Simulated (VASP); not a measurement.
Data:

```yaml
crystal:
  lattice:
    - [0.00000, 3.04290, 3.04290]
    - [3.04290, 0.00000, 3.04290]
    - [3.04290, 3.04290, 0.00000]
  atoms:
    - { symbol: In, position: [0.00000, 0.00000, 0.00000] }
    - { symbol: As, position: [0.25000, 0.25000, 0.25000] }
```

All values below come from r2SCAN+rVV10, VASP's PBE PAW potentials (set 64) (plane waves; VASP). Numerical set-up: 520 eV cut-off, 8×8×8 Γ-centred mesh, tetrahedra with Blöchl corrections, potentials In_d As.

Unless said otherwise, spin-orbit coupling is left out, though it shifts the bands of the heavy elements here.

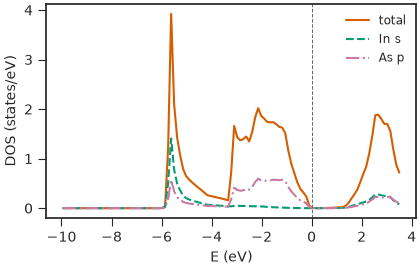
Figure: Total and projected density of states, zero at the valence-band maximum

Within 2 eV below the valence-band maximum the largest weight inside VASP's projection spheres is As p, then In p.

The gap is direct, 0.12 eV, from the valence maximum at Γ to the conduction minimum at Γ.

The compound is InAs in the zinc blende structure. It was relaxed first.
